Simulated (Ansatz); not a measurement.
# BFH3Si2 (charge −1): what the fields show

```xyz
7

B     0.5332   -1.1779   -0.1986
F    -0.8071    0.4939   -2.4300
Si    0.2475    0.5099   -1.1138
Si    0.9191   -2.5607    0.8969
H    -0.3664    1.5772   -0.2443
H     1.4658    1.1560   -1.7279
H     1.4112   -2.0053   -0.7069
```

Geometry: PBE0-D3(BJ)/def2-SVPD.

Method: isolated molecule in a Gaussian basis; Kohn-Sham density functional theory, functional PBE0 (Ansatz 0.2.0).

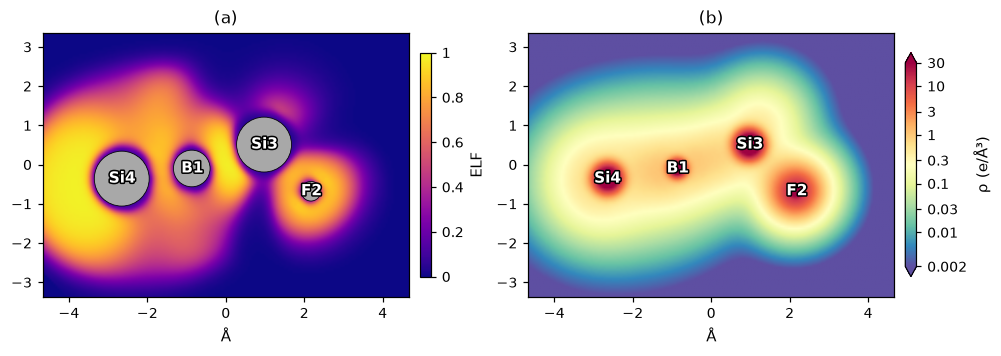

Figure 1. (a) ELF; (b) electron density on the plane of atoms B1, Si3 and F2. Grey discs cover the atomic cores in the ELF map.

Q: Interpret the plot.

A: Atoms in the plane: B, F and Si.
Si–F (1.69 Å): ρ is about 0.95 e/Å³ halfway; the ELF peaks at about 0.85 in the valence shell of F, 0.6 Å from its nucleus, and is about 0.55 at the midpoint.
Si–B (1.81 Å): the density is about 0.87 e/Å³ at the midpoint; the ELF peaks at about 0.85 between the atoms (a covalent bond).
Si–B (1.94 Å): the density is about 0.85 e/Å³ at the midpoint; the ELF peaks at about 1 between the atoms, as expected for a covalent bond.
The ELF also peaks beside F2 and Si4, away from the bonds: lone-pair regions.

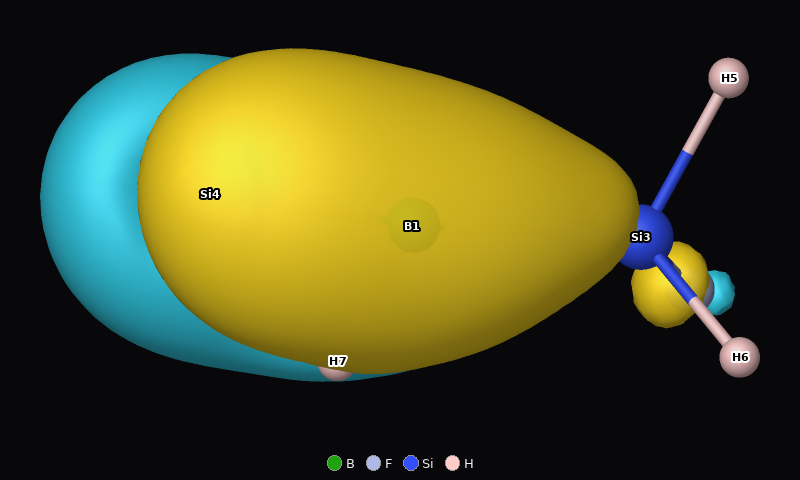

Figure 2. The HOMO at ±0.1 Å⁻³ᐟ² (yellow and cyan are the two phases), seen at a tilt.

Q: What is the character of this orbital?

A: By Hirshfeld shares it lies mainly on Si4 (about 45 %), B1 (about 35 %) and Si3 (about 10 %); π-bonding across Si4–B1. Its energy is −0.87 eV.

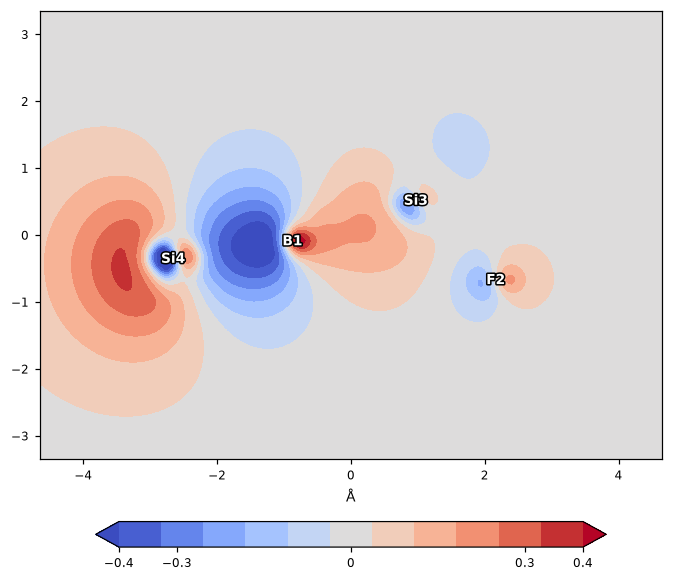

Figure 3. The HOMO−1 on the plane of atoms B1, Si3 and F2 (values in Å⁻³ᐟ²; the overall sign is arbitrary).

Q: Describe this orbital and give its energy.

A: It lies mainly on Si4 (about 60 %), B1 (about 25 %) and Si3 (about 5 %). Its energy is −1.65 eV.
